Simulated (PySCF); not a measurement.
# C₂H₈AsB: electronic excitations and core binding energies

What electronic excitations and core binding energies should C₂H₈AsB (`[BH2-]1CC[AsH2+]1`) show?

Computed with PySCF 2.14.0, with density-fitted response routines of our own, on a single molecule in the gas phase. Atoms are numbered from 0 throughout.

**1. Starting geometry**

12 atoms, charge 0, multiplicity 1; geometry from: GFN2-xTB.

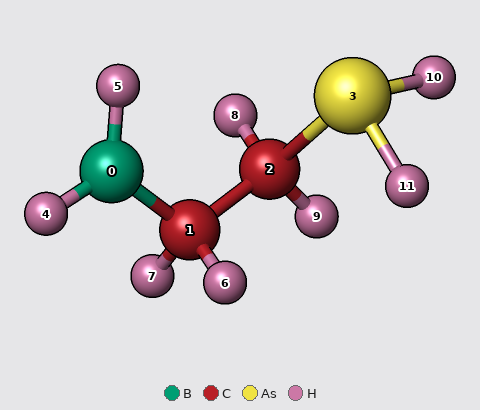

The starting geometry (boron teal, carbon red, arsenic yellow, hydrogen pink), atoms numbered.

The optimised geometry no longer has the bonds of the starting formula, so what follows describes that rearranged structure.

**2. TDDFT and polarisability: B3LYP/def2-SVPD**

Job settings and geometry (Å):

```
{"job": {"kind": "uv", "xc": "B3LYP", "basis": "def2-SVPD", "nstates": 8, "ntriplets": 3}, "charge": 0, "multiplicity": 1}
B     -1.032781     1.559021     0.173131
C     -0.830438     0.044672     0.518315
C      0.028933    -0.769289    -0.451115
As     1.897871    -0.096968    -0.541501
H     -1.737970     2.206304     0.845400
H     -0.484212     2.046861    -0.739973
H     -0.383484    -0.010976     1.520442
H     -1.807875    -0.440014     0.631629
H     -0.397225    -0.710420    -1.457182
H      0.039277    -1.825390    -0.162093
H      2.430226    -1.358573    -1.173024
H      2.278875    -0.645913     0.809943
```

Level: TDDFT B3LYP/def2-SVPD, vertical, gas phase, core orbitals frozen in the response.

On the command line:

```console
$ OMP_NUM_THREADS=1 python probes_run.py task.json out
```

One launch serves the whole session: the jobs run in the order shown.

Output:

```text
coarse grid: 42648 points
cycle   1  E = -2341.3787239572  dE = -7.046e-01  |g| = 3.896e-01  |ddm| = 4.771e+00
cycle   2  E = -2341.3583423629  dE =  2.038e-02  |g| = 4.693e-01  |ddm| = 1.123e+00
cycle   3  E = -2341.4125887153  dE = -5.425e-02  |g| = 6.967e-02  |ddm| = 5.753e-01
cycle   4  E = -2341.4139506762  dE = -1.362e-03  |g| = 1.791e-02  |ddm| = 1.105e-01
cycle   5  E = -2341.4140234732  dE = -7.280e-05  |g| = 6.694e-03  |ddm| = 2.826e-02
cycle   6  E = -2341.4140347156  dE = -1.124e-05  |g| = 8.944e-04  |ddm| = 9.665e-03
cycle   7  E = -2341.4140348844  dE = -1.688e-07  |g| = 1.970e-04  |ddm| = 1.768e-03
final grid: 89680 points
cycle   8  E = -2341.4140335444  dE = -5.384e-08  |g| = 2.255e-04  |ddm| = 5.830e-03
cycle   9  E = -2341.4140335422  dE =  2.242e-09  |g| = 2.601e-04  |ddm| = 8.174e-04
cycle  10  E = -2341.4140335573  dE = -1.509e-08  |g| = 3.073e-05  |ddm| = 3.907e-04
cycle  11  E = -2341.4140335575  dE = -2.510e-10  |g| = 6.508e-06  |ddm| = 4.678e-05
converged SCF energy = -2341.4140335575

Static polarisability (au): isotropic 71.883, principal 62.343 68.836 84.469

Singlet excitations
state   eV       nm        f      main configurations
  1   4.5397    273.1   0.02773   H->L 0.98
  2   5.7328    216.3   0.00200   H-2->L 0.77, H-1->L 0.15
  3   5.9066    209.9   0.00291   H-3->L 0.50, H-1->L 0.23, H-2->L 0.18
  4   6.1895    200.3   0.02753   H->L+1 0.67, H-1->L 0.20, H-3->L 0.09
  5   6.2270    199.1   0.01962   H-1->L 0.41, H->L+1 0.30, H-3->L 0.24
  6   6.6990    185.1   0.06395   H->L+2 0.85, H->L+3 0.11
  7   6.8545    180.9   0.12063   H->L+3 0.81, H->L+2 0.10
  8   6.9452    178.5   0.00531   H-4->L 0.84, H-3->L 0.10

Triplet excitations (Tamm-Dancoff, eV): 4.3147 5.2104 5.3141
```

Wall time 37 s (1 thread of Arm Neoverse N1, shared host); peak memory 0.64 GiB.

The orbitals next to the gap, with their largest atomic shares:

| orbital | eV | atoms |
| --- | --- | --- |
| HOMO−3 | -9.06 | B0 21 %, C2 15 %, C1 13 % |
| HOMO−2 | -8.93 | C1 28 %, B0 28 %, C2 12 % |
| HOMO−1 | -8.75 | As3 26 %, C2 24 %, C1 14 % |
| HOMO | -7.03 | As3 60 %, C2 15 %, H11 7 % |
| LUMO | -1.71 | B0 53 %, C1 14 %, H5 11 % |
| LUMO+1 | 0.00 | As3 27 %, B0 14 %, C2 14 % |
| LUMO+2 | 0.50 | As3 51 %, H11 20 %, B0 8 % |

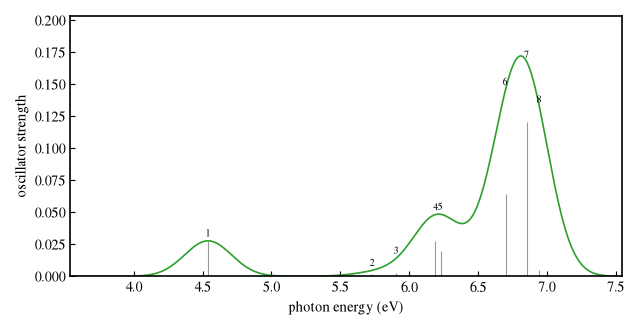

Absorption spectrum from the 8 singlet states computed; above the last one it falls off for lack of states. Lines are broadened to a width of 0.40 eV (Gaussian).

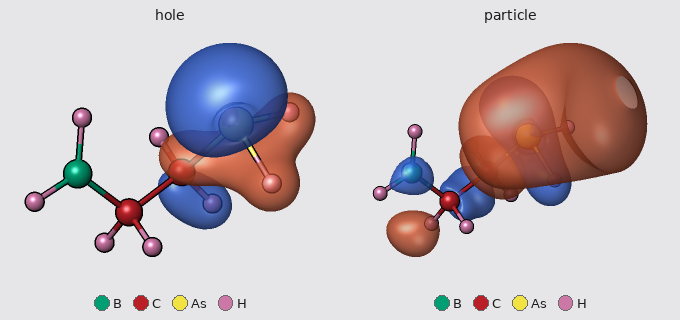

Leading natural transition orbitals of singlet state 7: the electron leaves the hole (left) for the particle orbital (right).

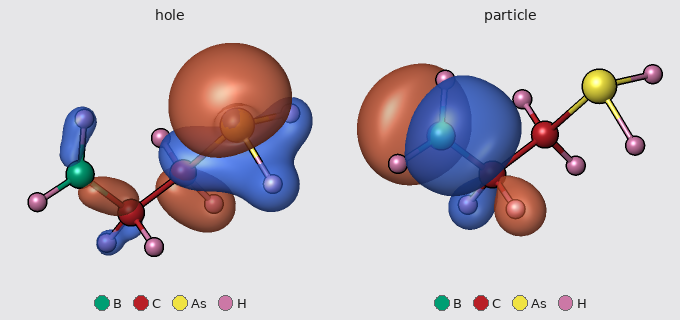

Leading natural transition orbitals of singlet state 1: the electron leaves the hole (left) for the particle orbital (right).

Ground-state properties from the same run:

```
           property  computed
  dipole moment (D)      1.28
polarisability (Å³)     10.65
 HOMO–LUMO gap (eV)      5.33
      −ε(HOMO) (eV)      7.03
```

The fields below are evaluated on a grid from the run's orbitals.

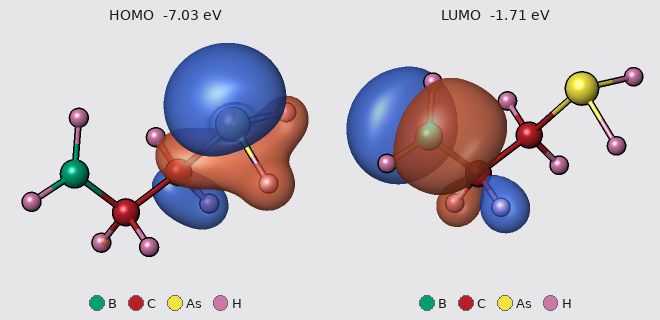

Frontier orbitals at B3LYP/def2-SVPD; each surface holds 70 % of the orbital's density, blue and red mark the sign.

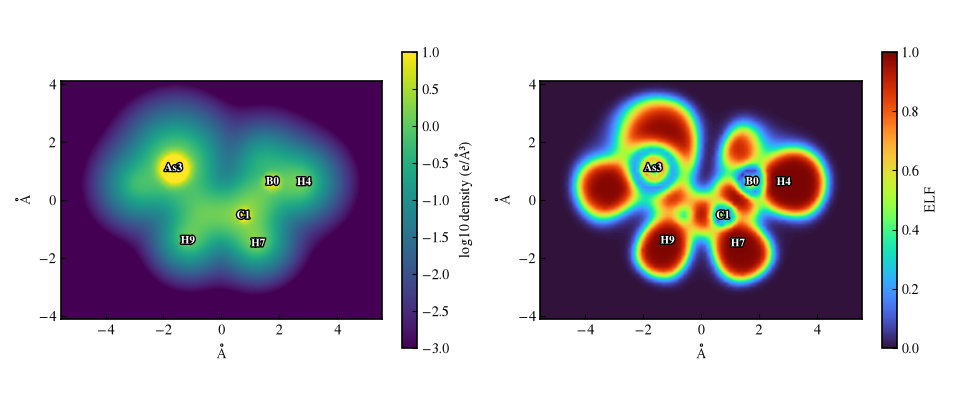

Density (left) and ELF (right) in a plane through or near 6 of the atoms.

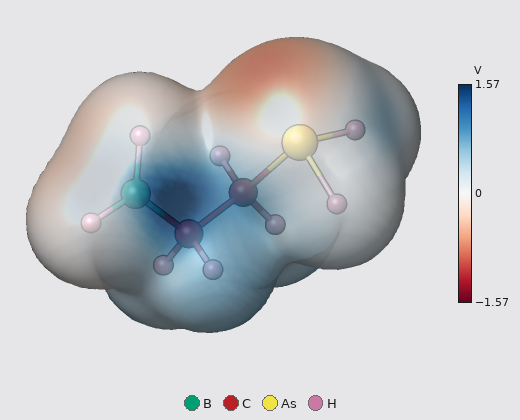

The potential that a unit positive charge feels on the 0.002 e/bohr³ surface, from -0.68 V near As3 to 1.57 V near B0.

**3. Core holes by ΔSCF: SCAN, X2C**

Settings changed since step 2:

```diff
@@ -1,2 +1,2 @@
-{"job": {"kind": "uv", "xc": "B3LYP", "basis": "def2-SVPD", "nstates": 8, "ntriplets": 3}, "charge": 0, "multiplicity": 1}
+{"job": {"kind": "xps"}, "charge": 0, "multiplicity": 1}
 B     -1.032781     1.559021     0.173131
```

With the program's defaults for keys left out, this is: delta-SCF UKS SCAN, pcX-2 on the ionised atom, pcseg-1 elsewhere, spin-free X2C.

Output:

```text
ground state, core basis on atom 0 (B), 140 functions
  cycle   1  E = -2361.16475731  |g| = 4.06e-01
  cycle   2  E = -2361.11643152  |g| = 5.70e-01
  cycle   3  E = -2361.21114534  |g| = 7.31e-02
  cycle   4  E = -2361.21277763  |g| = 2.74e-02
  cycle   5  E = -2361.21297700  |g| = 7.70e-03
  cycle   6  E = -2361.21299214  |g| = 1.59e-03
  cycle   7  E = -2361.21299911  |g| = 4.26e-04
  E(ground) = -2361.12053735 Eh
hole in B 1s of atom 0
  cycle   1  E = -2353.60346997  |g| = 1.15e+00
  cycle   2  E = -2351.91022265  |g| = 1.83e+00
  cycle   3  E = -2353.84384578  |g| = 4.62e-01
  cycle   4  E = -2353.67784214  |g| = 5.98e-01
  cycle   5  E = -2353.98955067  |g| = 1.53e-01
  cycle   6  E = -2353.90418873  |g| = 3.52e-01
  cycle   7  E = -2353.96020319  |g| = 2.59e-01
  cycle   8  E = -2353.98191583  |g| = 2.14e-01
  cycle   9  E = -2353.98987915  |g| = 1.97e-01
  cycle  10  E = -2353.97869206  |g| = 2.20e-01
  cycle  11  E = -2353.98104721  |g| = 2.16e-01
  cycle  12  E = -2353.98155638  |g| = 2.14e-01
  cycle  13  E = -2353.98235216  |g| = 2.13e-01
  cycle  14  E = -2354.00947324  |g| = 1.40e-01
  cycle  15  E = -2354.01083414  |g| = 1.32e-01
  cycle  16  E = -2354.02263294  |g| = 6.85e-02
  cycle  17  E = -2354.02757060  |g| = 1.16e-02
  cycle  18  E = -2354.02750608  |g| = 1.34e-02
  cycle  19  E = -2354.02769115  |g| = 1.63e-03
  cycle  20  E = -2354.02769182  |g| = 1.28e-03
  cycle  21  E = -2354.02769261  |g| = 4.84e-04
  E(ion) = -2353.93513837 Eh   <S^2> = 1.2572   hole on atom = 1.000   binding energy = 195.525 eV
ground state, core basis on atom 1 (C), 140 functions
  cycle   1  E = -2361.22089651  |g| = 5.68e-02
  cycle   2  E = -2361.22087241  |g| = 1.59e-02
  cycle   3  E = -2361.22085791  |g| = 1.77e-02
  cycle   4  E = -2361.22093367  |g| = 1.31e-03
  cycle   5  E = -2361.22093599  |g| = 4.05e-04
  E(ground) = -2361.12734497 Eh
hole in C 1s of atom 1
  cycle   1  E = -2349.98547808  |g| = 1.51e+00
  cycle   2  E = -2349.29664733  |g| = 1.81e+00
  cycle   3  E = -2350.50128996  |g| = 3.37e-01
  cycle   4  E = -2350.54533873  |g| = 1.14e-01
  cycle   5  E = -2350.55153477  |g| = 5.51e-02
  cycle   6  E = -2350.55307677  |g| = 1.09e-02
  cycle   7  E = -2350.55314529  |g| = 4.50e-03
  cycle   8  E = -2350.55316158  |g| = 1.27e-03
  cycle   9  E = -2350.55316167  |g| = 6.74e-04
  cycle  10  E = -2350.55316264  |g| = 1.90e-04
  E(ion) = -2350.45810257 Eh   <S^2> = 0.7670   hole on atom = 1.000   binding energy = 290.325 eV
ground state, core basis on atom 2 (C), 140 functions
  cycle   1  E = -2361.22238121  |g| = 5.84e-02
  cycle   2  E = -2361.22231823  |g| = 2.50e-02
  cycle   3  E = -2361.22233501  |g| = 2.32e-02
  cycle   4  E = -2361.22246862  |g| = 3.06e-03
  cycle   5  E = -2361.22247364  |g| = 4.50e-04
  E(ground) = -2361.12851386 Eh
hole in C 1s of atom 2
  cycle   1  E = -2349.96788522  |g| = 1.51e+00
  cycle   2  E = -2349.01725584  |g| = 1.98e+00
  cycle   3  E = -2350.48888411  |g| = 3.72e-01
  cycle   4  E = -2350.54561068  |g| = 1.16e-01
  cycle   5  E = -2350.55246511  |g| = 2.41e-02
  cycle   6  E = -2350.55277869  |g| = 1.09e-02
  cycle   7  E = -2350.55284715  |g| = 3.78e-03
  cycle   8  E = -2350.55285478  |g| = 1.05e-03
  cycle   9  E = -2350.55285700  |g| = 5.17e-04
  cycle  10  E = -2350.55285820  |g| = 1.75e-04
  E(ion) = -2350.45798318 Eh   <S^2> = 0.7726   hole on atom = 1.000   binding energy = 290.360 eV
```

It took 53 s on 1 thread of Arm Neoverse N1, shared host; peak memory 0.45 GiB.

The holes in one table. −ε is the ground-state orbital energy:

| hole | stands for | ΔSCF (eV) | −ε (eV) | ⟨S²⟩ |
| --- | --- | --- | --- | --- |
| B1s on B0 | B0 | 195.52 (doubtful) | 180.2 | 1.257 |
| C1s on C1 | C1 | 290.32 | 273.4 | 0.767 |
| C1s on C2 | C2 | 290.36 | 273.9 | 0.773 |

Doubtful: the ion did not converge, its hole moved, or its ⟨S²⟩ is well above 0.75.

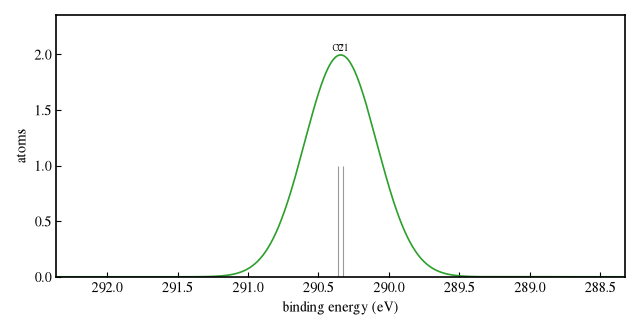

The C1s photoelectron lines, weighted by the number of atoms. Lines are broadened to a width of 0.60 eV (Gaussian).

**4. Outcome**

```
                                quantity                        value
        lowest singlet (B3LYP/def2-SVPD)  4.54 eV (273 nm), f = 0.028
brightest single state of those computed  state 7, 6.85 eV, f = 0.121
                          lowest triplet                      4.31 eV
   surface potential, least and greatest           -0.68 V and 1.57 V
        C1s binding energies, SCAN/pcX-2      C2 290.36, C1 290.32 eV
```

**Reading.** The structure rearranged or came apart on optimisation; the results belong to the end geometry, not to the formula as drawn. The first singlet state (HOMO→LUMO 0.98) lies at 4.54 eV and is weak; of the 8 states computed, the strongest absorption comes from state 7 at 6.85 eV. The lowest triplet lies 0.22 eV below the lowest singlet (triplets in Tamm-Dancoff, singlets in full TDDFT). By nearest atom (B3LYP/def2-SVPD), the HOMO sits on As3 58 %; C2 10 % and the LUMO on B0 50 %; H4, H5 about 15 % each. The C1s levels computed lie within 0.04 eV of one another, too close to rank.
